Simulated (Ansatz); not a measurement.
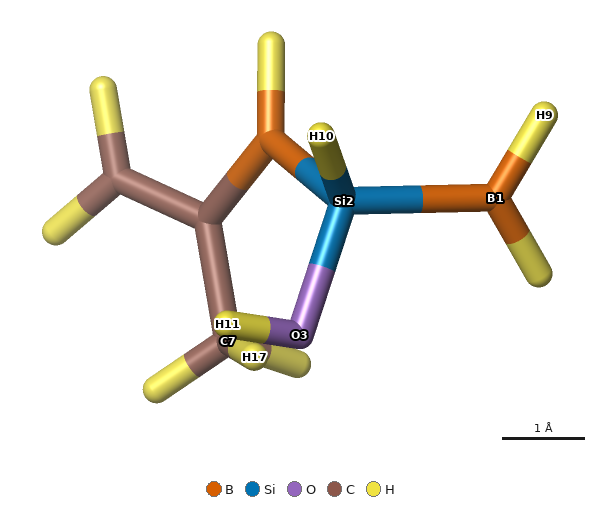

Fig. 1: The starting structure (stick view, seen at a tilt; atoms are numbered from 1 in the order of the input).

## Molecular dynamics of C$_{3}$H$_{10}$B$_{2}$OSi (part 1 of 4)

The run: molecular dynamics of C$_{3}$H$_{10}$B$_{2}$OSi, SMILES B[SiH](O)BC(=C)C. Method and program: RKS LDA/STO-3G (Ansatz 0.2.0).

It belongs to a series of runs on one base structure; here: dynamics from the start. Figures and captions count atoms from 1; the log counts them from 0 in places.

## Input
```yaml
crystal:
  periodic: [false, false, false]
  atoms:
    - { symbol: B, position_ang: [-1.150649, -2.584601, -0.3354] }
    - { symbol: Si, position_ang: [0.273664, -1.596431, 0.501097] }
    - { symbol: O, position_ang: [-0.289744, -0.806823, 1.961999] }
    - { symbol: B, position_ang: [0.714131, -0.242777, -0.855616] }
    - { symbol: C, position_ang: [0.278422, 1.183785, -0.55463] }
    - { symbol: C, position_ang: [1.063222, 2.178, -1.065614] }
    - { symbol: C, position_ang: [-0.775972, 1.449027, 0.508335] }
    - { symbol: H, position_ang: [-2.281957, -2.332839, -0.136126] }
    - { symbol: H, position_ang: [-0.901964, -3.389864, -1.15532] }
    - { symbol: H, position_ang: [1.435402, -2.426825, 0.812569] }
    - { symbol: H, position_ang: [0.591605, -0.543043, 2.421117] }
    - { symbol: H, position_ang: [1.339288, -0.510076, -1.814904] }
    - { symbol: H, position_ang: [0.98726, 3.223476, -0.720023] }
    - { symbol: H, position_ang: [1.838908, 1.96662, -1.81812] }
    - { symbol: H, position_ang: [-1.781744, 1.361446, 0.061743] }
    - { symbol: H, position_ang: [-0.678557, 2.4551, 0.943517] }
    - { symbol: H, position_ang: [-0.680215, 0.615425, 1.285876] }
basis:
  gaussian: { orbitals: STO-3G }
hamiltonian:
  xc: lda
md:
  timestep: 0.5
  n_steps: 166
  ensemble: nve
  temperature: 400.0
  initial_velocities: maxwell_boltzmann
  seed: 953384
scf:
  lower_state_search: "off"
```

Launch command:
```bash
ansatz run input.yaml --threads 1 --pin off --max-ram 2048MiB --backend cpu --events-out ev --progress --plain --runs-dir out
```

## The program's output
```
Engine: ansatz 0.2.0, aarch64-unknown-linux-gnu
Functional definition: SPW92
  exchange = slater_x
  correlation = pw_c
these checks for a lower state are left out or cut short: stability, starts, cluster_reference, orbital_swaps, neighbouring_geometries, increment
712 factors; integrals over basis functions are off by at most 2.1e-5 eV
mean field evaluation 1: about -14278.7300 eV, gradient 2.1e1 eV
mean field evaluation 2: about -14234.7048 eV, gradient 9.8e1 eV
mean field evaluation 4: about -14280.1519 eV, gradient 3.3e0 eV
mean field evaluation 8: about -14280.1986 eV, gradient 3.8e-1 eV
mean field evaluation 16: about -14280.0091 eV, gradient 6.9e-5 eV
mean field -14280.00910023 eV, -524.7806550957 hartree, gradient 6.6e-6 eV, S^2 0.000000; 0 other end points of the search recorded, 0 dependent functions left out
the calculation of the forces begins
reference -14280.00912813 eV, -524.7806561209 hartree; 30, 30 occupied and 19, 19 virtual orbitals, 712 factors
md step     0: t =     0.00 fs  T =   400.0 K  F+E_penalty+E_count = -14280.00910023 eV  E_kin = 0.775560 eV  conserved = -14279.23354024 eV  (16 SCF iters)
these checks for a lower state are left out or cut short: stability, starts, cluster_reference, orbital_swaps, neighbouring_geometries, increment
712 factors; integrals over basis functions are off by at most 2.1e-5 eV
mean field -14279.97532782 eV, -524.7794139824 hartree, gradient 2.8e-6 eV, S^2 0.000000; 0 other end points of the search recorded, 0 dependent functions left out
the calculation of the forces begins
reference -14279.97535572 eV, -524.7794150077 hartree; 30, 30 occupied and 19, 19 virtual orbitals, 712 factors
md step     1: t =     0.50 fs  T =   383.0 K  F+E_penalty+E_count = -14279.97532782 eV  E_kin = 0.742567 eV  conserved = -14279.23276083 eV  (19 SCF iters)
[... from here on the SCF iterations and repeated set-up lines of each step are left out, up to the last step ...]
md step     2: t =     1.00 fs  T =   338.1 K  F+E_penalty+E_count = -14279.88618090 eV  E_kin = 0.655451 eV  conserved = -14279.23072983 eV  (19 SCF iters)
md step     3: t =     1.50 fs  T =   281.1 K  F+E_penalty+E_count = -14279.77329291 eV  E_kin = 0.545026 eV  conserved = -14279.22826685 eV  (20 SCF iters)
md step     4: t =     2.00 fs  T =   231.3 K  F+E_penalty+E_count = -14279.67487977 eV  E_kin = 0.448436 eV  conserved = -14279.22644420 eV  (19 SCF iters)
md step     5: t =     2.50 fs  T =   202.8 K  F+E_penalty+E_count = -14279.61929678 eV  E_kin = 0.393304 eV  conserved = -14279.22599326 eV  (20 SCF iters)
md step     6: t =     3.00 fs  T =   199.6 K  F+E_penalty+E_count = -14279.61387911 eV  E_kin = 0.387023 eV  conserved = -14279.22685561 eV  (20 SCF iters)
md step     7: t =     3.50 fs  T =   215.1 K  F+E_penalty+E_count = -14279.64551643 eV  E_kin = 0.417154 eV  conserved = -14279.22836280 eV  (20 SCF iters)
md step     8: t =     4.00 fs  T =   237.6 K  F+E_penalty+E_count = -14279.69049851 eV  E_kin = 0.460686 eV  conserved = -14279.22981249 eV  (20 SCF iters)
md step     9: t =     4.50 fs  T =   255.1 K  F+E_penalty+E_count = -14279.72545680 eV  E_kin = 0.494644 eV  conserved = -14279.23081289 eV  (21 SCF iters)
md step    10: t =     5.00 fs  T =   259.3 K  F+E_penalty+E_count = -14279.73405076 eV  E_kin = 0.502822 eV  conserved = -14279.23122848 eV  (21 SCF iters)
md step    11: t =     5.50 fs  T =   246.9 K  F+E_penalty+E_count = -14279.70967241 eV  E_kin = 0.478672 eV  conserved = -14279.23100007 eV  (20 SCF iters)
md step    12: t =     6.00 fs  T =   219.9 K  F+E_penalty+E_count = -14279.65648808 eV  E_kin = 0.426376 eV  conserved = -14279.23011172 eV  (21 SCF iters)
md step    13: t =     6.50 fs  T =   186.0 K  F+E_penalty+E_count = -14279.58930982 eV  E_kin = 0.360582 eV  conserved = -14279.22872735 eV  (21 SCF iters)
md step    14: t =     7.00 fs  T =   156.4 K  F+E_penalty+E_count = -14279.53047967 eV  E_kin = 0.303162 eV  conserved = -14279.22731749 eV  (21 SCF iters)
md step    15: t =     7.50 fs  T =   142.2 K  F+E_penalty+E_count = -14279.50222681 eV  E_kin = 0.275674 eV  conserved = -14279.22655287 eV  (21 SCF iters)
md step    16: t =     8.00 fs  T =   149.3 K  F+E_penalty+E_count = -14279.51641493 eV  E_kin = 0.289496 eV  conserved = -14279.22691906 eV  (21 SCF iters)
md step    17: t =     8.50 fs  T =   174.9 K  F+E_penalty+E_count = -14279.56737007 eV  E_kin = 0.339023 eV  conserved = -14279.22834730 eV  (21 SCF iters)
md step    18: t =     9.00 fs  T =   207.8 K  F+E_penalty+E_count = -14279.63316420 eV  E_kin = 0.402988 eV  conserved = -14279.23017646 eV  (20 SCF iters)
md step    19: t =     9.50 fs  T =   234.3 K  F+E_penalty+E_count = -14279.68578869 eV  E_kin = 0.454289 eV  conserved = -14279.23149960 eV  (20 SCF iters)
md step    20: t =    10.00 fs  T =   244.1 K  F+E_penalty+E_count = -14279.70496636 eV  E_kin = 0.473295 eV  conserved = -14279.23167117 eV  (20 SCF iters)
md step    21: t =    10.50 fs  T =   235.8 K  F+E_penalty+E_count = -14279.68785365 eV  E_kin = 0.457145 eV  conserved = -14279.23070866 eV  (20 SCF iters)
md step    22: t =    11.00 fs  T =   216.3 K  F+E_penalty+E_count = -14279.64869056 eV  E_kin = 0.419389 eV  conserved = -14279.22930139 eV  (19 SCF iters)
md step    23: t =    11.50 fs  T =   196.1 K  F+E_penalty+E_count = -14279.60849270 eV  E_kin = 0.380182 eV  conserved = -14279.22831104 eV  (19 SCF iters)
md step    24: t =    12.00 fs  T =   182.6 K  F+E_penalty+E_count = -14279.58223353 eV  E_kin = 0.354103 eV  conserved = -14279.22813031 eV  (19 SCF iters)
md step    25: t =    12.50 fs  T =   177.6 K  F+E_penalty+E_count = -14279.57277485 eV  E_kin = 0.344252 eV  conserved = -14279.22852245 eV  (20 SCF iters)
md step    26: t =    13.00 fs  T =   177.9 K  F+E_penalty+E_count = -14279.57402095 eV  E_kin = 0.345009 eV  conserved = -14279.22901173 eV  (20 SCF iters)
md step    27: t =    13.50 fs  T =   179.8 K  F+E_penalty+E_count = -14279.57792868 eV  E_kin = 0.348623 eV  conserved = -14279.22930544 eV  (21 SCF iters)
md step    28: t =    14.00 fs  T =   180.4 K  F+E_penalty+E_count = -14279.57922647 eV  E_kin = 0.349850 eV  conserved = -14279.22937606 eV  (21 SCF iters)
md step    29: t =    14.50 fs  T =   178.9 K  F+E_penalty+E_count = -14279.57625276 eV  E_kin = 0.346940 eV  conserved = -14279.22931323 eV  (21 SCF iters)
md step    30: t =    15.00 fs  T =   175.7 K  F+E_penalty+E_count = -14279.56986841 eV  E_kin = 0.340698 eV  conserved = -14279.22917015 eV  (21 SCF iters)
md step    31: t =    15.50 fs  T =   172.1 K  F+E_penalty+E_count = -14279.56262804 eV  E_kin = 0.333686 eV  conserved = -14279.22894230 eV  (21 SCF iters)
md step    32: t =    16.00 fs  T =   170.2 K  F+E_penalty+E_count = -14279.55860853 eV  E_kin = 0.329951 eV  conserved = -14279.22865775 eV  (21 SCF iters)
md step    33: t =    16.50 fs  T =   172.4 K  F+E_penalty+E_count = -14279.56266389 eV  E_kin = 0.334189 eV  conserved = -14279.22847510 eV  (20 SCF iters)
md step    34: t =    17.00 fs  T =   180.1 K  F+E_penalty+E_count = -14279.57784868 eV  E_kin = 0.349204 eV  conserved = -14279.22864498 eV  (20 SCF iters)
md step    35: t =    17.50 fs  T =   192.1 K  F+E_penalty+E_count = -14279.60173616 eV  E_kin = 0.372442 eV  conserved = -14279.22929405 eV  (20 SCF iters)
md step    36: t =    18.00 fs  T =   203.5 K  F+E_penalty+E_count = -14279.62480659 eV  E_kin = 0.394612 eV  conserved = -14279.23019475 eV  (20 SCF iters)
md step    37: t =    18.50 fs  T =   208.0 K  F+E_penalty+E_count = -14279.63409474 eV  E_kin = 0.403307 eV  conserved = -14279.23078789 eV  (20 SCF iters)
md step    38: t =    19.00 fs  T =   201.6 K  F+E_penalty+E_count = -14279.62150063 eV  E_kin = 0.390938 eV  conserved = -14279.23056238 eV  (20 SCF iters)
md step    39: t =    19.50 fs  T =   186.5 K  F+E_penalty+E_count = -14279.59113286 eV  E_kin = 0.361606 eV  conserved = -14279.22952702 eV  (20 SCF iters)
md step    40: t =    20.00 fs  T =   170.5 K  F+E_penalty+E_count = -14279.55889278 eV  E_kin = 0.330571 eV  conserved = -14279.22832210 eV  (20 SCF iters)
md step    41: t =    20.50 fs  T =   162.5 K  F+E_penalty+E_count = -14279.54290848 eV  E_kin = 0.315158 eV  conserved = -14279.22775014 eV  (20 SCF iters)
md step    42: t =    21.00 fs  T =   166.9 K  F+E_penalty+E_count = -14279.55170757 eV  E_kin = 0.323592 eV  conserved = -14279.22811542 eV  (20 SCF iters)
md step    43: t =    21.50 fs  T =   180.8 K  F+E_penalty+E_count = -14279.57957235 eV  E_kin = 0.350520 eV  conserved = -14279.22905212 eV  (20 SCF iters)
md step    44: t =    22.00 fs  T =   196.9 K  F+E_penalty+E_count = -14279.61172274 eV  E_kin = 0.381788 eV  conserved = -14279.22993482 eV  (20 SCF iters)
md step    45: t =    22.50 fs  T =   208.0 K  F+E_penalty+E_count = -14279.63365673 eV  E_kin = 0.403306 eV  conserved = -14279.23035102 eV  (20 SCF iters)
md step    46: t =    23.00 fs  T =   210.2 K  F+E_penalty+E_count = -14279.63772672 eV  E_kin = 0.407484 eV  conserved = -14279.23024289 eV  (20 SCF iters)
md step    47: t =    23.50 fs  T =   203.6 K  F+E_penalty+E_count = -14279.62446114 eV  E_kin = 0.394669 eV  conserved = -14279.22979201 eV  (21 SCF iters)
md step    48: t =    24.00 fs  T =   191.3 K  F+E_penalty+E_count = -14279.60012753 eV  E_kin = 0.370898 eV  conserved = -14279.22922978 eV  (21 SCF iters)
md step    49: t =    24.50 fs  T =   177.7 K  F+E_penalty+E_count = -14279.57327179 eV  E_kin = 0.344557 eV  conserved = -14279.22871528 eV  (21 SCF iters)
md step    50: t =    25.00 fs  T =   167.0 K  F+E_penalty+E_count = -14279.55214835 eV  E_kin = 0.323834 eV  conserved = -14279.22831388 eV  (20 SCF iters)
md step    51: t =    25.50 fs  T =   162.7 K  F+E_penalty+E_count = -14279.54345760 eV  E_kin = 0.315399 eV  conserved = -14279.22805838 eV  (20 SCF iters)
md step    52: t =    26.00 fs  T =   166.9 K  F+E_penalty+E_count = -14279.55156552 eV  E_kin = 0.323539 eV  conserved = -14279.22802611 eV  (20 SCF iters)
md step    53: t =    26.50 fs  T =   179.9 K  F+E_penalty+E_count = -14279.57718647 eV  E_kin = 0.348851 eV  conserved = -14279.22833563 eV  (20 SCF iters)
md step    54: t =    27.00 fs  T =   199.4 K  F+E_penalty+E_count = -14279.61566628 eV  E_kin = 0.386638 eV  conserved = -14279.22902867 eV  (20 SCF iters)
md step    55: t =    27.50 fs  T =   220.1 K  F+E_penalty+E_count = -14279.65660311 eV  E_kin = 0.426677 eV  conserved = -14279.22992638 eV  (20 SCF iters)
md step    56: t =    28.00 fs  T =   235.2 K  F+E_penalty+E_count = -14279.68673790 eV  E_kin = 0.456092 eV  conserved = -14279.23064589 eV  (20 SCF iters)
md step    57: t =    28.50 fs  T =   239.8 K  F+E_penalty+E_count = -14279.69570177 eV  E_kin = 0.464861 eV  conserved = -14279.23084048 eV  (20 SCF iters)
md step    58: t =    29.00 fs  T =   232.4 K  F+E_penalty+E_count = -14279.68106329 eV  E_kin = 0.450593 eV  conserved = -14279.23046981 eV  (19 SCF iters)
md step    59: t =    29.50 fs  T =   216.2 K  F+E_penalty+E_count = -14279.64888602 eV  E_kin = 0.419099 eV  conserved = -14279.22978736 eV  (20 SCF iters)
md step    60: t =    30.00 fs  T =   196.5 K  F+E_penalty+E_count = -14279.60999322 eV  E_kin = 0.380920 eV  conserved = -14279.22907282 eV  (20 SCF iters)
md step    61: t =    30.50 fs  T =   179.0 K  F+E_penalty+E_count = -14279.57563222 eV  E_kin = 0.347142 eV  conserved = -14279.22849064 eV  (20 SCF iters)
md step    62: t =    31.00 fs  T =   168.4 K  F+E_penalty+E_count = -14279.55468553 eV  E_kin = 0.326515 eV  conserved = -14279.22817060 eV  (20 SCF iters)
md step    63: t =    31.50 fs  T =   166.8 K  F+E_penalty+E_count = -14279.55162084 eV  E_kin = 0.323396 eV  conserved = -14279.22822487 eV  (20 SCF iters)
md step    64: t =    32.00 fs  T =   173.5 K  F+E_penalty+E_count = -14279.56501097 eV  E_kin = 0.336389 eV  conserved = -14279.22862231 eV  (20 SCF iters)
md step    65: t =    32.50 fs  T =   185.2 K  F+E_penalty+E_count = -14279.58814990 eV  E_kin = 0.358988 eV  conserved = -14279.22916211 eV  (20 SCF iters)
md step    66: t =    33.00 fs  T =   197.3 K  F+E_penalty+E_count = -14279.61210303 eV  E_kin = 0.382498 eV  conserved = -14279.22960456 eV  (21 SCF iters)
md step    67: t =    33.50 fs  T =   206.1 K  F+E_penalty+E_count = -14279.62936810 eV  E_kin = 0.399559 eV  conserved = -14279.22980960 eV  (21 SCF iters)
md step    68: t =    34.00 fs  T =   209.6 K  F+E_penalty+E_count = -14279.63613171 eV  E_kin = 0.406363 eV  conserved = -14279.22976846 eV  (21 SCF iters)
md step    69: t =    34.50 fs  T =   207.9 K  F+E_penalty+E_count = -14279.63257647 eV  E_kin = 0.403026 eV  conserved = -14279.22955016 eV  (21 SCF iters)
md step    70: t =    35.00 fs  T =   202.5 K  F+E_penalty+E_count = -14279.62190596 eV  E_kin = 0.392655 eV  conserved = -14279.22925127 eV  (21 SCF iters)
md step    71: t =    35.50 fs  T =   195.9 K  F+E_penalty+E_count = -14279.60885644 eV  E_kin = 0.379887 eV  conserved = -14279.22896975 eV  (21 SCF iters)
md step    72: t =    36.00 fs  T =   190.5 K  F+E_penalty+E_count = -14279.59814806 eV  E_kin = 0.369368 eV  conserved = -14279.22877981 eV  (21 SCF iters)
md step    73: t =    36.50 fs  T =   188.1 K  F+E_penalty+E_count = -14279.59331812 eV  E_kin = 0.364628 eV  conserved = -14279.22868991 eV  (20 SCF iters)
md step    74: t =    37.00 fs  T =   189.7 K  F+E_penalty+E_count = -14279.59650721 eV  E_kin = 0.367861 eV  conserved = -14279.22864633 eV  (20 SCF iters)
md step    75: t =    37.50 fs  T =   196.2 K  F+E_penalty+E_count = -14279.60905110 eV  E_kin = 0.380413 eV  conserved = -14279.22863775 eV  (20 SCF iters)
md step    76: t =    38.00 fs  T =   207.6 K  F+E_penalty+E_count = -14279.63136268 eV  E_kin = 0.402558 eV  conserved = -14279.22880455 eV  (20 SCF iters)
md step    77: t =    38.50 fs  T =   222.6 K  F+E_penalty+E_count = -14279.66081796 eV  E_kin = 0.431504 eV  conserved = -14279.22931366 eV  (20 SCF iters)
md step    78: t =    39.00 fs  T =   237.0 K  F+E_penalty+E_count = -14279.68955778 eV  E_kin = 0.459495 eV  conserved = -14279.23006256 eV  (20 SCF iters)
md step    79: t =    39.50 fs  T =   245.3 K  F+E_penalty+E_count = -14279.70622088 eV  E_kin = 0.475582 eV  conserved = -14279.23063865 eV  (20 SCF iters)
md step    80: t =    40.00 fs  T =   243.1 K  F+E_penalty+E_count = -14279.70200203 eV  E_kin = 0.471327 eV  conserved = -14279.23067544 eV  (20 SCF iters)
md step    81: t =    40.50 fs  T =   230.0 K  F+E_penalty+E_count = -14279.67610074 eV  E_kin = 0.445953 eV  conserved = -14279.23014760 eV  (21 SCF iters)
md step    82: t =    41.00 fs  T =   209.9 K  F+E_penalty+E_count = -14279.63630178 eV  E_kin = 0.406999 eV  conserved = -14279.22930277 eV  (21 SCF iters)
md step    83: t =    41.50 fs  T =   189.3 K  F+E_penalty+E_count = -14279.59540003 eV  E_kin = 0.366953 eV  conserved = -14279.22844697 eV  (21 SCF iters)
md step    84: t =    42.00 fs  T =   174.6 K  F+E_penalty+E_count = -14279.56646887 eV  E_kin = 0.338628 eV  conserved = -14279.22784056 eV  (21 SCF iters)
md step    85: t =    42.50 fs  T =   170.7 K  F+E_penalty+E_count = -14279.55870900 eV  E_kin = 0.331040 eV  conserved = -14279.22766876 eV  (21 SCF iters)
md step    86: t =    43.00 fs  T =   178.7 K  F+E_penalty+E_count = -14279.57455778 eV  E_kin = 0.346573 eV  conserved = -14279.22798456 eV  (21 SCF iters)
md step    87: t =    43.50 fs  T =   196.1 K  F+E_penalty+E_count = -14279.60891404 eV  E_kin = 0.380248 eV  conserved = -14279.22866620 eV  (21 SCF iters)
md step    88: t =    44.00 fs  T =   217.4 K  F+E_penalty+E_count = -14279.65103119 eV  E_kin = 0.421569 eV  conserved = -14279.22946228 eV  (21 SCF iters)
md step    89: t =    44.50 fs  T =   236.4 K  F+E_penalty+E_count = -14279.68839898 eV  E_kin = 0.458297 eV  conserved = -14279.23010225 eV  (21 SCF iters)
md step    90: t =    45.00 fs  T =   247.9 K  F+E_penalty+E_count = -14279.71099464 eV  E_kin = 0.480607 eV  conserved = -14279.23038718 eV  (21 SCF iters)
md step    91: t =    45.50 fs  T =   249.8 K  F+E_penalty+E_count = -14279.71449259 eV  E_kin = 0.484274 eV  conserved = -14279.23021889 eV  (19 SCF iters)
md step    92: t =    46.00 fs  T =   243.5 K  F+E_penalty+E_count = -14279.70183366 eV  E_kin = 0.472219 eV  conserved = -14279.22961494 eV  (19 SCF iters)
md step    93: t =    46.50 fs  T =   234.2 K  F+E_penalty+E_count = -14279.68277308 eV  E_kin = 0.453997 eV  conserved = -14279.22877618 eV  (19 SCF iters)
```
